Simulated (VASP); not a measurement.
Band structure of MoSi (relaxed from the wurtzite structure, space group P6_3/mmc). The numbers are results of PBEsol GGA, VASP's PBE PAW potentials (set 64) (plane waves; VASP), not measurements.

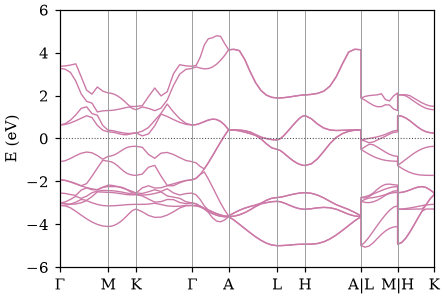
Fig. 1. Bands along high-symmetry lines, zero at the valence-band maximum or, without a gap, the Fermi level

Problem. Read the plot: is there a gap, and where are the band edges?

Solution. It has no gap at this level: it comes out as a metal or semimetal. (Edges off the drawn lines would not show.)

The structure was generated: MoSi was put into the wurtzite type (P6_3mc), which need not be its known phase. It was relaxed first, which changed the volume by -36 %. The relaxed cell has space group P6_3/mmc.
